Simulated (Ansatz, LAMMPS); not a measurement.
# Amorphous Hg33S25Se8 (66 atoms): support functions against a reference

Wanted: errors and times of a linear-scaling basis for amorphous Hg33S25Se8 (66 atoms). A setting counts as converged where the r.m.s. difference of forces stays under 1 % of the r.m.s. force.

Main program and level: Ansatz 0.2.0; Kohn-Sham DFT, PBE, PAW (set soft_2), plane waves.

### Step 1. Set-up

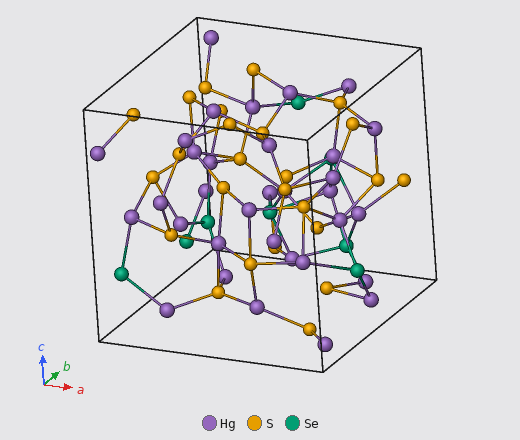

Start, viewed slightly off an axis; mercury purple, sulfur orange, selenium teal.

The cell holds 66 atoms: 33 Hg, 25 S and 8 Se. Its edges and angles: a = 12.034 Å, b = 12.034 Å, c = 12.034 Å, α = 90.0°, β = 90.0°, γ = 90.0°. 66 atoms (33 Hg, 25 S, 8 Se) placed at random at 7.67 g/cm³, melted at 2500 K for 10 ps at fixed volume with the Stillinger-Weber II-VI potential (Zhou et al., Phys. Rev. B 88, 085309 (2013)). Quenched from 2500 K to 500 K at 10 K/ps and fixed volume, held 5 ps, then minimised at fixed cell.

Before any run, some limits are plain. The quench rate of 10 K/ps is orders of magnitude faster than experiment, which tends to freeze in extra defects. The network of bonds at the start is that of the classical potential that made the cell, and needn't be the one that DFT or experiment would give. The Brillouin zone is sampled at Γ only, in a cell whose shortest periodic width is 12 Å. The levels lack spin–orbit coupling, which is large for the heavy elements here.

### Step 2. Making the structure

A classical potential makes the cell, at a small fraction of what the same run would cost in DFT.

This step: classical MD, Stillinger-Weber II-VI potential (Zhou et al., Phys. Rev. B 88, 085309 (2013)) (LAMMPS 22 Jul 2025 - Update 4).

in.lmp

```
# melt-quench of Hg33S25Se8
units metal
atom_style atomic
boundary p p p
region box block 0 12.0340 0 12.0340 0 12.0340
create_box 3 box
mass 1 200.5920   # Hg
mass 2 32.0600   # S
mass 3 78.9710   # Se
create_atoms 1 random 33 699039 NULL overlap 2.14 maxtry 2000
create_atoms 2 random 25 699046 NULL overlap 2.14 maxtry 2000
create_atoms 3 random 8 699053 NULL overlap 2.14 maxtry 2000
pair_style sw
pair_coeff * * CdTeZnSeHgS0.sw Hg S Se
neigh_modify delay 0 every 1 check yes
thermo_style custom step time temp pe press density
thermo_modify norm yes
timestep 0.001
thermo 100
min_style cg
minimize 1e-4 1e-4 200 2000
reset_timestep 0
velocity all create 2500 699040 mom yes dist gaussian
fix lim all nve/limit 0.05
fix lan all langevin 2500 2500 0.1 699041 zero yes
thermo 500
run 1000 post no
unfix lim
unfix lan
thermo 1666
fix md all nvt temp 2500 2500 0.1
run 10000 post no
unfix md
thermo 20000
fix md all nvt temp 2500 500 0.1
run 200000 post no
unfix md
thermo 2500
fix md all nvt temp 500 500 0.1
run 5000 post no
unfix md
thermo 100
min_style cg
minimize 0 1e-3 2000 20000
write_dump all custom glass.dump id type xs ys zs modify sort id
```

On the command line:

```bash
$ lmp -in in.lmp -log none -nocite
```

Numbers of over 12 decimals in the logs are rounded to 6 here.

Log:

```text
LAMMPS (22 Jul 2025 - Update 4)
Created orthogonal box = (0 0 0) to (12.034 12.034 12.034)
Created 33 atoms
Created 25 atoms
Created 8 atoms
   Step          Time           Temp          PotEng         Press         Density
         0   0              0              0.54188634     415905.29      7.6730171
        54   0.054          0             -1.5691311     -3929.1341      7.6730171
Loop time of 0.00981465 s on 1 MPI rank(s) for 54 steps with 66 atoms
Minimization stats:
  Stopping criterion = energy tolerance
  Energy initial, next-to-last, final =
     0.541886335498442  -1.56900066676213  -1.56913110925386
[... 34 lines left out ...]
    215000   215            462.87677     -1.6642493     -1228.413       7.6730171
    216000   216            400.77096     -1.6696782     -3845.7837      7.6730171
Loop time of 0.492193 s on 1 MPI rank(s) for 5000 steps with 66 atoms
   Step          Time           Temp          PotEng         Press         Density
    216000   216            400.77096     -1.6696782     -3845.7838      7.6730171
    216074   216.074        400.77096     -1.7277076     -4614.5294      7.6730171
Loop time of 0.0139481 s on 1 MPI rank(s) for 74 steps with 66 atoms
Minimization stats:
  Stopping criterion = force tolerance
  Energy initial, next-to-last, final =
     -1.66967816144016  -1.72770764037098  -1.72770764170995
  Force two-norm initial, final = 8.0966242 0.00098922779
  Iterations, force evaluations = 74 147
```

The job ended after 24 s (1 thread of Arm Neoverse V2, shared host; peak memory 0.07 GiB).

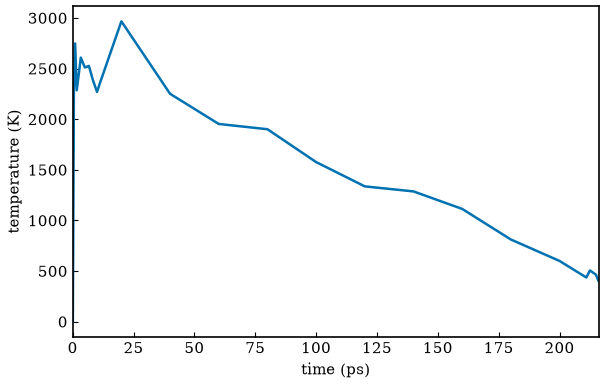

Temperature against time.

### Step 3. Plane-wave single point

The first run fixes the reference, at a cutoff of 420 eV.

input.yaml

```yaml
crystal:
  lattice:
    - [12.034, 0.0, 0.0]
    - [0.0, 12.034, 0.0]
    - [0.0, 0.0, 12.034]
  atoms:
    - { symbol: Hg, position: [0.73616, 0.69763, 0.62055] }
    - { symbol: Hg, position: [0.80887, 0.01962, 0.53127] }
    - { symbol: Hg, position: [0.21322, 0.19087, 0.08872] }
    - { symbol: Hg, position: [0.37004, 0.72951, 0.77101] }
    - { symbol: Hg, position: [0.50591, 0.69654, 0.44042] }
    - { symbol: Hg, position: [0.16842, 0.43532, 0.35654] }
    - { symbol: Hg, position: [0.29914, 0.5353, 0.10715] }
    - { symbol: Hg, position: [0.82069, 0.22606, 0.36067] }
    - { symbol: Hg, position: [0.55464, 0.98703, 0.33209] }
    - { symbol: Hg, position: [0.79831, 0.77993, 0.05466] }
    - { symbol: Hg, position: [0.40693, 0.29902, 0.35869] }
    - { symbol: Hg, position: [0.77166, 0.80876, 0.33215] }
    - { symbol: Hg, position: [0.93766, 0.30871, 0.70803] }
    - { symbol: Hg, position: [0.17156, 0.71028, 0.51317] }
    - { symbol: Hg, position: [0.95015, 0.53471, 0.09401] }
    - { symbol: Hg, position: [0.27752, 0.99566, 0.28413] }
    - { symbol: Hg, position: [0.84902, 0.50681, 0.43452] }
    - { symbol: Hg, position: [0.12509, 0.8746, 0.97921] }
    - { symbol: Hg, position: [0.60392, 0.20825, 0.5649] }
    - { symbol: Hg, position: [0.69838, 0.23684, 0.84466] }
    - { symbol: Hg, position: [0.58553, 0.25386, 0.12569] }
    - { symbol: Hg, position: [0.92475, 0.1742, 0.04141] }
    - { symbol: Hg, position: [0.02582, 0.92833, 0.28453] }
    - { symbol: Hg, position: [0.61737, 0.59089, 0.91974] }
    - { symbol: Hg, position: [0.41792, 0.05915, 0.89832] }
    - { symbol: Hg, position: [0.44688, 0.83182, 0.08682] }
    - { symbol: Hg, position: [0.24639, 0.44436, 0.6741] }
    - { symbol: Hg, position: [0.07862, 0.1965, 0.4692] }
    - { symbol: Hg, position: [0.69352, 0.94483, 0.81849] }
    - { symbol: Hg, position: [0.02672, 0.04486, 0.79687] }
    - { symbol: Hg, position: [0.39592, 0.35223, 0.90603] }
    - { symbol: Hg, position: [0.95988, 0.64305, 0.78975] }
    - { symbol: Hg, position: [0.3025, 0.03135, 0.62537] }
    - { symbol: S, position: [0.77454, 0.33104, 0.02444] }
    - { symbol: S, position: [0.7619, 0.73539, 0.83837] }
    - { symbol: S, position: [0.60236, 0.19323, 0.33745] }
    - { symbol: S, position: [0.8314, 0.09757, 0.72745] }
    - { symbol: S, position: [0.07387, 0.40532, 0.55855] }
    - { symbol: S, position: [0.12749, 0.91096, 0.64977] }
    - { symbol: S, position: [0.21679, 0.49089, 0.88759] }
    - { symbol: S, position: [0.61476, 0.51779, 0.588] }
    - { symbol: S, position: [0.37472, 0.32963, 0.13168] }
    - { symbol: S, position: [0.28939, 0.98567, 0.05441] }
    - { symbol: S, position: [0.96159, 0.63676, 0.57133] }
    - { symbol: S, position: [0.10127, 0.22727, 0.90191] }
    - { symbol: S, position: [0.4251, 0.33667, 0.58675] }
    - { symbol: S, position: [0.73423, 0.57067, 0.10169] }
    - { symbol: S, position: [0.42283, 0.6587, 0.96719] }
    - { symbol: S, position: [0.15795, 0.73703, 0.82333] }
    - { symbol: S, position: [0.78495, 0.33188, 0.5534] }
    - { symbol: S, position: [0.31082, 0.20048, 0.77019] }
    - { symbol: S, position: [0.68769, 0.61115, 0.33916] }
    - { symbol: S, position: [0.28189, 0.14023, 0.44193] }
    - { symbol: S, position: [0.57835, 0.41113, 0.81197] }
    - { symbol: S, position: [0.35898, 0.61532, 0.59098] }
    - { symbol: S, position: [0.95317, 0.87128, 0.47614] }
    - { symbol: S, position: [0.60992, 0.08385, 0.98418] }
    - { symbol: S, position: [0.9675, 0.44748, 0.8884] }
    - { symbol: Se, position: [0.47452, 0.91798, 0.72868] }
    - { symbol: Se, position: [0.6449, 0.92394, 0.13257] }
    - { symbol: Se, position: [0.96628, 0.40679, 0.27308] }
    - { symbol: Se, position: [0.17935, 0.64324, 0.28438] }
    - { symbol: Se, position: [0.01142, 0.76525, 0.13028] }
    - { symbol: Se, position: [0.04061, 0.1506, 0.23748] }
    - { symbol: Se, position: [0.37953, 0.79679, 0.29194] }
    - { symbol: Se, position: [0.62808, 0.88044, 0.52454] }
kpoints:
  mp_grid: { grid: [1, 1, 1] }
hamiltonian:
  xc: pbe
scf:
  occupations: { method: fermi_dirac, width: 0.025 }
output:
  forces: true
  stress: true
  populations: true
  dos:
    method: { smearing: { sigma: 0.08 } }
    de: 0.1
    projected: { site_lists: { Hg: [Hg], S: [S], Se: [Se] } }
  eigenvalues: true
  write_density: true
  write_potential: true
  volumetric_format: npy
```

On the command line:

```bash
$ ansatz run input.yaml --threads 8 --pin off --max-ram 15872MiB --backend cpu --events-out ev --progress --plain --runs-dir out
```

Log:

```text
Engine: ansatz 0.2.0, aarch64-unknown-linux-gnu
Pseudopotentials: kind: paw
Pseudopotential: Hg, paw, valence charge 20, recommended cutoff 420 eV (normal), Hg.paw.azcp
Pseudopotential: S, paw, valence charge 6, recommended cutoff 420 eV (normal), S.paw.azcp
Pseudopotential: Se, paw, valence charge 16, recommended cutoff 420 eV (normal), Se.paw.azcp
[... 5 lines on functional and potentials left out ...]
Crystal: 66 atoms, lattice volume = 1742.730 Å³
Basis set: ecut = 420 eV, 34049 PW (Γ), exchange–correlation on 162×162×162 points (8 copies of the dense FFT grid, shifted against one another)
Bands: 563, of which v1, the nominal top of the filled ones, is band 469 counted from 1 (468 counted from 0)
Symmetry: 1 space group operations
Space group: P1 (ITA 1), of the structure as read, at distance tolerance 1.2e-4 Å
k-points: 1
[... 7 lines on functional and potentials left out ...]
Initial density: superposition of atomic densities (neutral atoms: chi_scale 0, normalization atom), corrected by the library's trained network
Initial wavefunctions: pseudopotential atomic-orbital guess
Functional: x = pbe(κ = 0.804, μ = 0.219515), c = pbe(β = 0.066725)
SCF iter   1: F=—  HF=-522136.182520 eV  |F-HF|=—  |Δ(HF+E_count)|=         —  Δρ=4.63e-3  dr2=1.00e0  ethr=1.77e-3  ⟨swp⟩=6.0  Hψ=1978  notcnv=0  defer=8
preconditioner: auto → LDOS  [insulator: Δε(μ)=0.118 eV  Ē_g=9.791 eV  σ=0.025 eV  W_gap=0.83  n_scr=460 (ndim 8)  ℏωp=21.7 eV  f_vac=0.107  D(μ)=14.04/eV (n_scr^D=56)  ε∞_Penn≈5.9  β→1.0]
SCF iter   2: F=—  HF=-522136.152413 eV  |F-HF|=—  |Δ(HF+E_count)|=   3.01e-2  Δρ=3.09e-3  dr2=6.13e-1  ethr=1.07e-4  ⟨swp⟩=2.0  Hψ=941  notcnv=0  defer=75
SCF iter   3: F=—  HF=-522136.090259 eV  |F-HF|=—  |Δ(HF+E_count)|=   6.22e-2  Δρ=7.21e-4  dr2=3.30e-2  ethr=6.54e-5  ⟨swp⟩=2.0  Hψ=605  notcnv=0  defer=75
SCF iter   4: F=—  HF=-522136.087418 eV  |F-HF|=—  |Δ(HF+E_count)|=   2.84e-3  Δρ=1.93e-4  dr2=1.45e-3  ethr=3.52e-6  ⟨swp⟩=2.0  Hψ=747  notcnv=0  defer=75
SCF iter   5: F=—  HF=-522136.087301 eV  |F-HF|=—  |Δ(HF+E_count)|=   1.17e-4  Δρ=8.71e-5  dr2=3.22e-4  ethr=1.55e-7  ⟨swp⟩=2.0  Hψ=773  notcnv=0  defer=75
SCF iter   6: F=—  HF=-522136.087386 eV  |F-HF|=—  |Δ(HF+E_count)|=   8.49e-5  Δρ=4.57e-5  dr2=8.30e-5  ethr=3.43e-8  ⟨swp⟩=2.0  Hψ=773  notcnv=0  defer=75
SCF iter   7: F=—  HF=-522136.092775 eV  |F-HF|=—  |Δ(HF+E_count)|=   5.39e-3  Δρ=2.50e-5  dr2=2.61e-5  ethr=8.85e-9  ⟨swp⟩=2.0  Hψ=652  notcnv=0  defer=75
SCF iter   8: F=—  HF=-522136.092772 eV  |F-HF|=—  |Δ(HF+E_count)|=   3.41e-6  Δρ=1.20e-5  dr2=6.03e-6  ethr=2.78e-9  ⟨swp⟩=2.0  Hψ=586  notcnv=0  defer=75
SCF iter   9: F=—  HF=-522136.092771 eV  |F-HF|=—  |Δ(HF+E_count)|=   6.58e-7  Δρ=4.98e-6  dr2=9.90e-7  ethr=6.43e-10  ⟨swp⟩=2.0  Hψ=756  notcnv=0  defer=75
SCF iter  10: F=—  HF=-522136.092771 eV  |F-HF|=—  |Δ(HF+E_count)|=   9.38e-8  Δρ=1.96e-6  dr2=1.61e-7  ethr=1.06e-10  ⟨swp⟩=2.0  Hψ=764  notcnv=0  defer=75
SCF iter  11: F=-522136.092771 eV  HF=-522136.092771 eV  |F-HF|=1.43e-8  |Δ(HF+E_count)|=   1.28e-8  Δρ=7.44e-7  dr2=2.05e-8  ethr=1.07e-11  ⟨swp⟩=13.0  Hψ=4022  notcnv=0
SCF 1 converged in 11 iterations: F = -522136.092771 eV  dr2 = 2.05e-8
  greatest PAW one-centre occupation: 1.000 electrons in one spin orbital (limit 2), on the Hg atom at site 24 (counted from 0), in its partial waves of l = 0
SCF converged after 11 iterations
Free energy (F): -522136.092771 eV
Harris-Foulkes:  -522136.092771 eV  (|F-HF|=1.43e-8)
Internal energy: -522136.048194 eV  (E = F + TS)
E sigma→0 (E₀):  -522136.070483 eV
Entropy (-TS):   -0.044577 eV (-0.675 meV/atom)
Fermi energy:    8.504726 eV
--- Per-component energies (eV) ---
  E_band       = -19519.893106
  E_kinetic    = 23451.946237
  E_local      = -139082.662571  (includes V_loc(G=0)·N_el)
  E_nonlocal   = -1621.254473
  E_hartree    = 61111.596978
  E_xc         = -10484.028765
  E_vxc        = -11557.863767  (∫ρ·V_xc dr)
  E_paw        = -358465.606007  (= ΣΔE_a)
  E_vpaw       = -12933.280415  (= ΣTr[D̂ρ^β])
  E_aug_tail   = 0.026012  (compensation charges beyond the density's cutoff)
  E_ewald      = -97046.065605
  E_smearing   = -0.044577  (= −TS)
  E_closure    = -0.000000  (closes the sum)
  Σ components = -522136.092771   (vs F -522136.092771, Δ=0.00e0)
--- Forces (eV/Å), atoms counted from 1 ---
  atom   1  Hg    -0.12851110    -0.47638458    -0.19596422
  atom   2  Hg     0.41077524     0.06564146    -0.35034760
  atom   3  Hg    -0.18251806     0.22372373    -0.16602268
  atom   4  Hg     0.07287462    -0.03320544    -0.11002661
  atom   5  Hg     0.23950165    -0.64956571     0.40349829
  atom   6  Hg     0.42329898     0.07720154     0.27677833
  atom   7  Hg    -0.32832578     0.45866177     0.03806760
  atom   8  Hg     0.62393174    -0.12148722     0.15089132
  atom   9  Hg    -0.45713459    -0.51532149     0.07998598
  atom  10  Hg     0.04145694    -0.06725567     0.29190094
  atom  11  Hg    -0.25090086     0.76321794     0.51196212
  atom  12  Hg     0.11605087     0.03297034     0.28477376
  atom  13  Hg     0.05254497     0.57337463     0.24128437
  atom  14  Hg    -0.03390322    -0.23944071     0.30768514
[...]
atom  65  Se    -0.17852201     0.70890736     0.54666048
  atom  66  Se     0.16634214    -0.06503800    -0.26517301
  max |Σ_I F_I| component: 2.80e-5 eV/Å
--- Stress (GPa, compression-positive) ---
        0.531673       0.108101       0.250265
        0.108101       0.634412      -0.143929
        0.250265      -0.143929       0.399623
  P = ⅓ Tr σ = 0.5219 GPa (5.219 kbar)
--- Band table (eV) ---
  k-point 0: bands = ["-106.5125", "-106.4018", "-106.3620", "-106.3563", [... 547 levels ...], "14.5126", "14.5903", "14.6190", "14.6576", "14.7498", "14.8355", "14.8868", "14.9117", "14.9515", "15.0356", "15.0906", "15.1312"]
--- Löwdin populations: 66 sites ---
  site symbol       q [e]
     0     Hg     19.1001
     1     Hg     19.1439
     2     Hg     19.0122
[...]
65     Se     16.8030
  spilling = 0.007232 (of n_electrons = 938.000000)
```

It took 19 s on 8 threads of Arm Neoverse V2, shared host; peak memory 2.8 GiB; 2.4 min of CPU time.

The column dr2 measures how far the density is from self-consistency, as an energy; F and HF (Harris–Foulkes) agree once it is small.

The run gave:

```
free energy                             : -522136.0928 eV
free energy per atom                    : -7911.1529 eV/atom
SCF cycles                              : 11
pressure                                : 0.5219 GPa
r.m.s. force component                  : 0.3626 eV/Å
longest force                           : 1.219 eV/Å
Fermi energy                            : 8.505 eV
levels partly filled by over 2 per cent : 3
spilling of the projection              : 0.007232
```

The r.m.s. force component of 0.36 eV/Å and the pressure of 0.52 GPa set the scale for the differences below.

### Step 4. Support functions low

With localised support functions most steps grow linearly with size, though the diagonalisation grows faster unless the density matrix is cut; this run measures error and cost at this size.

This step: Kohn-Sham DFT, PBE, PAW (set soft_2), localised support functions (low) (Ansatz 0.2.0).

input.yaml, the sections that differ from step 3:

```yaml
scf:
  occupations: { method: fermi_dirac, width: 0.025 }
  eigensolver: { kind: { support_functions: { accuracy: low } } }
  max_iter: 150
output:
  forces: true
  eigenvalues: true
# crystal, kpoints, hamiltonian: as in step 3
```

Log:

```text
Warning: scf.eigensolver.kind.support_functions: disabling space-group detection — the functions' gradient is summed over unrotated k-points, so no spatial operation reduces the k-mesh or symmetrises the density; time reversal is kept, so that k and −k are solved as one point where they differ and the mesh holds both, and exact exchange and, on two spinor components, a DFT+U term hold to it where the run has them: [...]
settings of this run that can trade accuracy for cost: scf.eigensolver.kind.support_functions; scf.eigensolver.kind.support_functions.accuracy: low [...]
[...]
Crystal: 66 atoms, lattice volume = 1742.730 Å³
Basis set: ecut = 420 eV, 34049 PW (Γ), exchange–correlation on 162×162×162 points (8 copies of the dense FFT grid, shifted against one another)
Bands: 563, of which v1, the nominal top of the filled ones, is band 469 counted from 1 (468 counted from 0)
Symmetry: 1 space group operations
k-points: 1
[...]
SCF iter   1: F=—  HF=-522113.566629 eV  |F-HF|=—  |Δ(HF+E_count)|=         —  Δρ=3.82e-2  dr2=9.11e1  ethr=1.00e-1
[...]
SCF iter  14: F=—  HF=-522136.135816 eV  |F-HF|=—  |Δ(HF+E_count)|=   3.98e-3  Δρ=2.22e-5  dr2=2.46e-5  ethr=1.46e-8  κ⁻¹=3.4e-4(r=7)
SCF iter  15: F=-522136.139046 eV  HF=-522136.139048 eV  |F-HF|=1.88e-6  |Δ(HF+E_count)|=   3.23e-3  Δρ=1.51e-5  dr2=1.28e-5  ethr=2.62e-9
SCF 1 converged in 15 iterations: F = -522136.189295 eV  dr2 = 1.28e-5
[...]
SCF converged after 15 iterations
Stability not checked: this state was not tested for a lower state beside it, because the mixer in use, unlike msr1, does not test its closes by its own steps (another_mixer; see scf.mixing.algorithm and scf.lower_state_search)
Free energy (F): -522136.189295 eV
[...]
Internal energy: -522136.145289 eV  (E = F + TS)
E sigma→0 (E₀):  -522136.167292 eV
Entropy (-TS):   -0.044006 eV (-0.667 meV/atom)
Fermi energy:    8.504864 eV
[...]
Σ components = -522136.189295   (vs F -522136.189295, Δ=0.00e0)
--- Forces (eV/Å), atoms counted from 1 ---
  atom   1  Hg    -0.12850966    -0.47630627    -0.19673479
  atom   2  Hg     0.40966649     0.06583925    -0.35092398
  atom   3  Hg    -0.18182222     0.22334736    -0.16638848
  atom   4  Hg     0.07143010    -0.03315490    -0.10906632
[...]
atom  66  Se     0.16711157    -0.06505881    -0.26475824
  max |Σ_I F_I| component: 5.33e-3 eV/Å
--- Band table (eV) ---
[...]
```

Run time: 62 s. Hardware: 8 threads; peak memory 3.6 GiB; 8.1 min of CPU time.

The program notes that the band table was not solved further than the SCF left it and it switched symmetry off.

Keys that differ from the reference: support_functions.accuracy = "low" and scf.max_iter = 150.

Forces differ from the reference by 0.65 meV/Å r.m.s., 0.18 % of their size, well within a tolerance of 1 %; the energy by -1.5 meV/atom. It took 62 s and 15 cycles; the reference's time can't be set against it, since the two runs asked for unlike analyses.

(Part 1 of 3 ends here.)

[Logs are printed without paths, hosts, clocks, repeated set-up lines and the standing remarks that a program may print on its own settings, such as how far it seeks lower states.]

[Hosts, paths, dates, database ids (printed as entryN), source tags and the programs' standing remarks are cut or masked in the printed files.]
